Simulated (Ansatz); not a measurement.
# What a change does: single-point calculation on Al2H2OF

System: Al2H2OF, charge −1.
Method of the first run: RKS PBE-D4/def2-TZVPPD (Ansatz 0.2.0).

The geometry comes from this level: PBE0-D4/def2-TZVPD. Text and figures count atoms from 1; the logs count them from 0 in places.

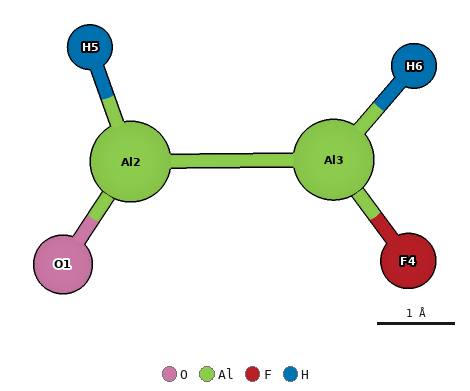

Fig. 1: The structure (ball-and-stick view, seen at a tilt; atoms are numbered from 1 in the order of the input). Sticks mark near contacts. Bond lengths as drawn: Al–Al 2.64 Å, Al–F 1.69 Å, Al–H 1.64 Å and Al–O 1.63 Å.

## Input, the first run
```yaml
crystal:
  periodic: [false, false, false]
  atoms:
    - {symbol: O, position_ang: [0.470226, -1.486968, -2.189042]}
    - {symbol: Al, position_ang: [0.792000, -0.265059, -1.151613]}
    - {symbol: Al, position_ang: [-0.687509, 0.215035, 0.982916]}
    - {symbol: F, position_ang: [-2.039263, -0.677780, 1.449931]}
    - {symbol: H, position_ang: [2.002317, 0.832605, -1.212746]}
    - {symbol: H, position_ang: [-0.537760, 1.382166, 2.120555]}
basis:
  gaussian: {orbitals: "def2-TZVPPD.json"}
total_charge: -1
hamiltonian: {xc: pbe, dispersion: d4}
```

Launched with:
```bash
ansatz run in.yaml --threads 2 --pin off --events-out ev --progress --plain --max-ram 4352MiB
```

Hardware: 2 threads of Arm Neoverse V2, 23 GiB of memory available, shared host.

## Output (the first run)
```
Functional definition: PBE
  parameter kappa = 0.804
  parameter beta = 0.06672455060314922
  exchange = pbe_x(kappa = kappa, mu = beta*pi^2/3)
  correlation = pbe_c(beta = beta)
1101 factors; their error is unknown
mean field evaluation 1: about -17978.1100 eV, gradient 5.2e1 eV
mean field evaluation 2: about -17744.2300 eV, gradient 1.7e2 eV
mean field evaluation 4: about -17983.2216 eV, gradient 2.3e1 eV
mean field evaluation 8: about -17984.3810 eV, gradient 3.2e-1 eV
mean field evaluation 16: about -17984.3710 eV, gradient 7.8e-4 eV
mean field -17984.37097561 eV, -660.9134431094 hartree, gradient 4.3e-5 eV, S^2 0.000000; 1 other end points of the search recorded, 0 dependent functions left out
reference -17984.37103365 eV, -660.9134452420 hartree; 23, 23 occupied and 187, 187 virtual orbitals, 1101 factors
Total energy: -17984.48121163 eV, -660.9174942083 hartree
```

The input of the second run differs as follows (lines with − go, lines with + come):
```diff
-    - {symbol: O, position_ang: [0.470226, -1.486968, -2.189042]}
-    - {symbol: Al, position_ang: [0.792000, -0.265059, -1.151613]}
-    - {symbol: Al, position_ang: [-0.687509, 0.215035, 0.982916]}
-    - {symbol: F, position_ang: [-2.039263, -0.677780, 1.449931]}
-    - {symbol: H, position_ang: [2.002317, 0.832605, -1.212746]}
-    - {symbol: H, position_ang: [-0.537760, 1.382166, 2.120555]}
+    - {symbol: O, position_ang: [0.077875, 1.126494, 0.668674]}
+    - {symbol: Al, position_ang: [1.006188, 0.235468, -0.521343]}
+    - {symbol: Al, position_ang: [-0.706228, -2.096029, -0.999020]}
+    - {symbol: F, position_ang: [-1.727576, -1.322784, 0.171211]}
+    - {symbol: H, position_ang: [2.362573, 1.166684, -0.758398]}
+    - {symbol: H, position_ang: [-0.732297, 0.640306, 0.857465]}
```

How does the second run compare with the first run?

With the same method and basis, the second run lies 5.2 kcal/mol lower.

## Output (the second run)
```
Functional definition: PBE
  parameter kappa = 0.804
  parameter beta = 0.06672455060314922
  exchange = pbe_x(kappa = kappa, mu = beta*pi^2/3)
  correlation = pbe_c(beta = beta)
1101 factors; their error is unknown
mean field evaluation 1: about -17981.2706 eV, gradient 4.0e1 eV
mean field evaluation 2: about -17957.7018 eV, gradient 1.2e2 eV
mean field evaluation 4: about -17984.3749 eV, gradient 1.2e1 eV
mean field evaluation 8: about -17984.5729 eV, gradient 2.4e-1 eV
mean field evaluation 16: about -17984.5640 eV, gradient 1.1e-4 eV
mean field -17984.56401251 eV, -660.9205370843 hartree, gradient 3.1e-5 eV, S^2 0.000000; 0 other end points of the search recorded, 0 dependent functions left out
reference -17984.56406239 eV, -660.9205389174 hartree; 23, 23 occupied and 187, 187 virtual orbitals, 1101 factors
Total energy: -17984.70830898 eV, -660.9258398820 hartree
```

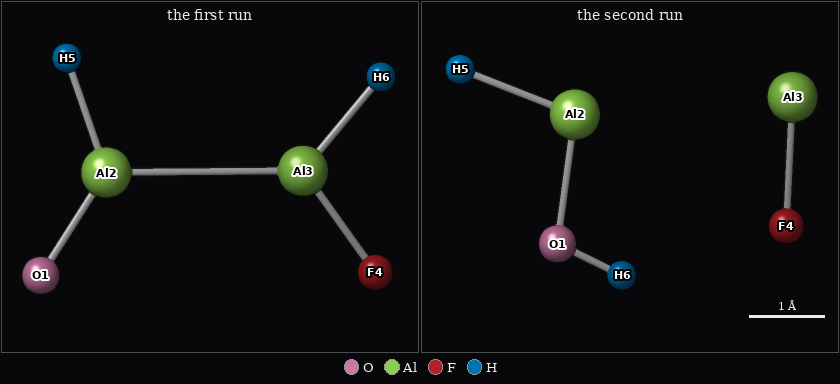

Fig. 2: The two input geometries at one scale (ball-and-stick view, seen on its broad side). The atom that moves furthest after the best rigid fit is H6 (3.58 Å). By element the largest moves are H 3.58 Å, O 1.36 Å, Al 1.36 Å, F 0.64 Å. Among the contacts that change: O1–H6 5.275 → 0.964 Å, Al3–H6 1.637 → 3.307 Å, Al2–Al3 2.641 → 2.932 Å, O1–Al2 1.635 → 1.753 Å.

## The two runs side by side

```tsv
quantity	the first run	the second run
outcome	converged	converged
total energy (hartree)	−660.917494	−660.925840
basis functions	210	210
wall time (shared host)	2.9 s	2.7 s
```
